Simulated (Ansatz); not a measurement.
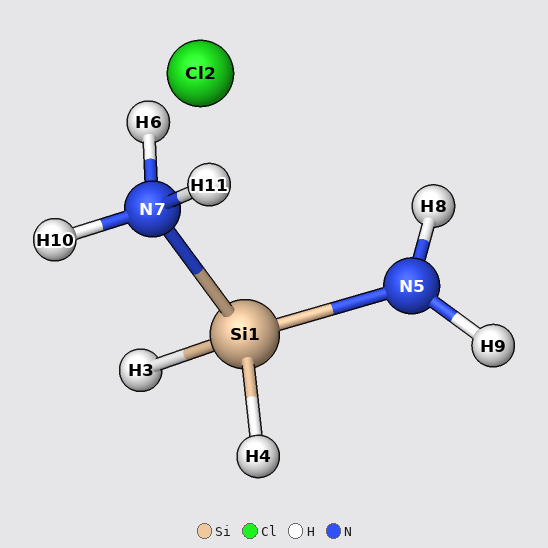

Sticks follow a distance rule. Harmonic vibrations computed with RKS PBE0-D4/def2-TZVP (Ansatz 0.2.0) at a stationary point of the same level.

> How many imaginary frequencies does it have?

A first-order saddle point: one imaginary frequency, 106i cm⁻¹.

> How many vibrational modes are there, and where do they lie?

27 modes: 106i, 165, 214, 228, 308, 349, 516, 586, 598, 659, 765, 861, 922, 929, 960, 1014, 1266, 1533, 1574, 1596, 2175, 2301, 2597, 3511, 3599, 3599, 3721 cm⁻¹.
